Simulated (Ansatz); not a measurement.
# RPA@PBE0/def2-TZVP run of GeH3O (SMILES [O][GeH3])

What is the electronic atomisation energy of GeH3O at RPA@PBE0/def2-TZVP? 

Program for the calculation: Ansatz 0.2.0.

53 further runs of the same task are left out: 1 that didn't finish, 52 set aside as unsound or not needed. Runs told in other sessions of the task aren't counted.

**1. Starting point**

GeH3O: 5 atoms, total charge 0, spin state doublet. SMILES: `[O][GeH3]`. Geometry: relaxed at PBE0-D4/def2-TZVP.

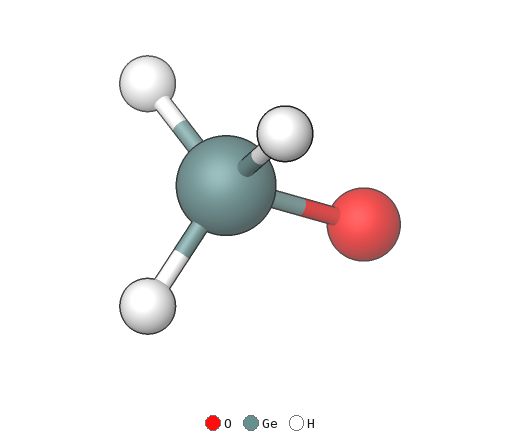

The structure, seen from a chosen angle (oxygen red, germanium teal, hydrogen white).

**2. A single-point energy at RPA@PBE0/def2-TZVP**

The input, job.yaml:

```yaml
crystal:
  periodic: [false, false, false]
  atoms:
    - {symbol: O, position_ang: [-1.443900, 0.418600, 0.777300]}
    - {symbol: Ge, position_ang: [0.072300, -0.056300, -0.056900]}
    - {symbol: H, position_ang: [-0.162200, -0.091200, -1.574700]}
    - {symbol: H, position_ang: [0.548000, -1.418100, 0.471500]}
    - {symbol: H, position_ang: [1.035700, 1.073400, 0.341400]}
basis:
  gaussian:
    orbitals: def2-TZVP
magnetization:
  spin_polarized: true
  initial_magnetization: 1
hamiltonian:
  xc: pbe0
correlation:
  method: rpa
  frozen_orbitals: {Ge: 9, H: 0, O: 1}
accuracy: high
```

The run is started by

```
$ ansatz run job.yaml --threads 1 --pin off --max-ram 3480MiB --events-out events.jsonl --progress --plain --runs-dir runs
```

The log of the run:

```text
Warning: RAYON_NUM_THREADS=1 ignored (pool sized by the plan → 1); use --threads N
Functional definition: PBE0
  name "PBE0"
  parameter a = 0.25
  parameter kappa = 0.804
  parameter beta = 0.06672455060314922
  exchange = (1 - a)*pbe_x(kappa = kappa, mu = beta*pi^2/3) + a*exact_x
  correlation = pbe_c(beta = beta)
1610 factors; integrals over basis functions are off by at most 4.7e-9 eV
mean field evaluation 1: about -58596.9581 eV, gradient 3.9e1 eV
mean field evaluation 2: about -58597.0097 eV, gradient 3.9e1 eV
mean field evaluation 4: about -58603.2148 eV, gradient 6.4e0 eV
mean field evaluation 8: about -58603.4756 eV, gradient 3.6e-1 eV
mean field evaluation 16: about -58603.4800 eV, gradient 4.1e-3 eV
mean field evaluation 32: about -58603.4800 eV, gradient 1.3e-5 eV
mean field -58603.47997296 eV, -2153.6381661407 hartree, gradient 7.1e-8 eV, S^2 0.754208; 3 other end points of the search recorded, 0 dependent functions left out
10 core orbitals not correlated: weight in the atoms' cores, before any rotation towards them, 1.000 or more for the frozen orbitals, at most 0.000 for the correlated occupied ones
reference -58557.28268534 eV, -2151.9404471343 hartree; 12, 11 occupied and 75, 76 virtual orbitals, 1610 factors
Total energy: -58575.48874262 eV, -2152.6095073990 hartree
```

It took 33 s on 1 thread of Arm Neoverse V1, shared host; peak memory 0.38 GiB.

**3. The Ge atom**

The input, molecule.yaml:

```yaml
crystal:
  periodic: [false, false, false]
  atoms:
    - {symbol: Ge, position_ang: [0.000000, 0.000000, 0.000000]}
basis:
  gaussian: {orbitals: def2-TZVP}
magnetization: {spin_polarized: true, initial_magnetization: 2}
hamiltonian: {xc: {name: PBE0}}
correlation: {method: rpa, frozen_orbitals: {Ge: 9}}
accuracy: high
```

The run is started by

```
$ ansatz run molecule.yaml --threads 1 --pin off --max-ram 3480MiB --events-out events.jsonl --progress --plain --runs-dir runs
```

The log of the run, cut to the lines that bear on the results:

```text
Warning: RAYON_NUM_THREADS=1 ignored (pool sized by the plan → 1); use --threads N
[... 2 set-up lines as earlier in the session ...]
[...]
486 factors; integrals over basis functions are off by at most 4.4e-9 eV
[...]
mean field -56508.66570993 eV, -2076.6551618906 hartree, gradient 3.0e-8 eV, S^2 2.003394; 0 other end points of the search recorded, 0 dependent functions left out
9 core orbitals not correlated: weight in the atoms' cores, before any rotation towards them, 1.000 or more for the frozen orbitals, at most 0.000 for the correlated occupied ones
reference -56472.09864811 eV, -2075.3113471549 hartree; 8, 6 occupied and 31, 33 virtual orbitals, 486 factors
Total energy: -56479.33710850 eV, -2075.5773556676 hartree
```

Wall time 2.7 s (1 thread of Arm Neoverse V1, shared host); peak memory 0.12 GiB.

**4. The H atom at the same level**

The input, molecule.yaml:

```yaml
crystal:
  periodic: [false, false, false]
  atoms:
    - {symbol: H, position_ang: [0.000000, 0.000000, 0.000000]}
basis:
  gaussian:
    orbitals: def2-TZVP
magnetization:
  spin_polarized: true
  initial_magnetization: 1
hamiltonian:
  xc: {name: PBE0}
correlation:
  method: rpa
  frozen_orbitals: {H: 0}
accuracy: high
```

Run the same way, it converges to -0.51228 Eh (log not shown).

**5. The O atom at the same level**

The input, input.yaml:

```yaml
crystal:
  periodic: [false, false, false]
  atoms:
    - {symbol: O, position_ang: [0.000000, 0.000000, 0.000000]}
basis:
  gaussian:
    orbitals: def2-TZVP
magnetization:
  spin_polarized: true
  initial_magnetization: 2
hamiltonian:
  xc: {name: PBE0}
correlation:
  method: rpa
  frozen_orbitals: {O: 1}
accuracy: high
```

Run the same way, it converges to -75.05158 Eh (log not shown).

**6. What came out**

Level: RPA@PBE0/def2-TZVP, 10 core orbitals frozen.

| quantity | value |
| --- | --- |
| molecule: total energy | -2152.60951 Eh |
| molecule: RPA correlation energy (valence) | -669.1 mEh |
| molecule: ⟨S²⟩ of the reference determinant | 0.754 |
| Ge atom: total energy | -2075.57736 Eh |
| Ge atom: RPA correlation energy (valence) | -266.0 mEh |
| Ge atom: ⟨S²⟩ of the reference determinant | 2.003 |
| H atom: total energy | -0.51228 Eh |
| H atom: RPA correlation energy | -12.7 mEh |
| H atom: ⟨S²⟩ of the reference determinant | 0.750 |
| O atom: total energy | -75.05158 Eh |
| O atom: RPA correlation energy (valence) | -239.0 mEh |
| O atom: ⟨S²⟩ of the reference determinant | 2.003 |
| electronic atomisation energy | 12.074 eV |

Taking the molecule apart into free atoms costs 12.07 eV (278 kcal/mol), before zero-point energy and without spin-orbit coupling.
